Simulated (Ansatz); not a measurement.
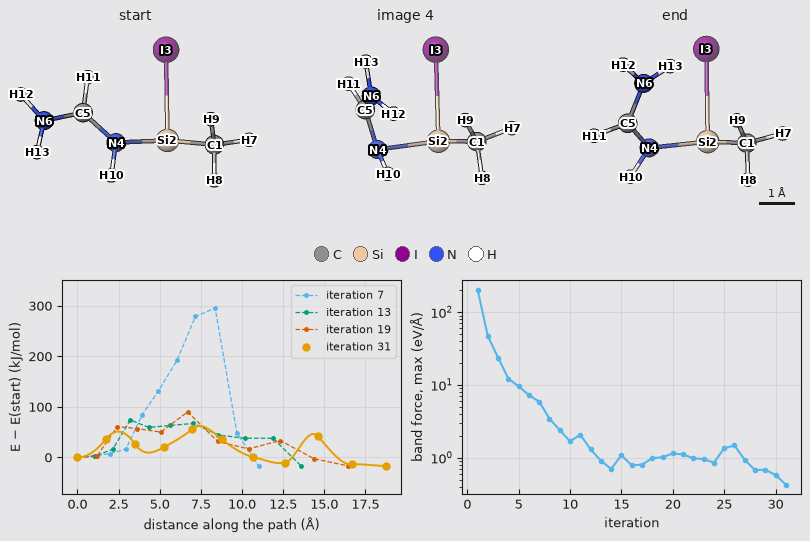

A nudged-elastic-band calculation for C2H7IN2Si. Images are numbered from 0 (start) to 10 (end). The plot follows the band through its iterations. The picture is a ball-and-stick view, seen from a free direction.

The calculation used Ansatz 0.2.0, RKS PBE-D4/def2-SVP. Run with 9 movable images; climbing image; force threshold 0.5 eV/Å; iteration limit 31; starting path through a guess of the saddle point.

> Judge this run.

The run is converged, with reservations. The band converged in 31 iterations. The largest component of the band force went from 200 to 0.43 eV/Å. The climbing image converged on the top of the path. Its curvatures weren't checked. The force threshold is loose. The first iteration put the highest image at 5963.2 kJ/mol. Forward barrier 56.5 kJ/mol, backward barrier 73.2 kJ/mol, with image 4 at the top; the reaction energy is −16.7 kJ/mol. The profile has 3 maxima (images 1, 4, 8) with a dip at image 3, 7 (+20.1 kJ/mol, −10.1 kJ/mol), so the process runs in steps.
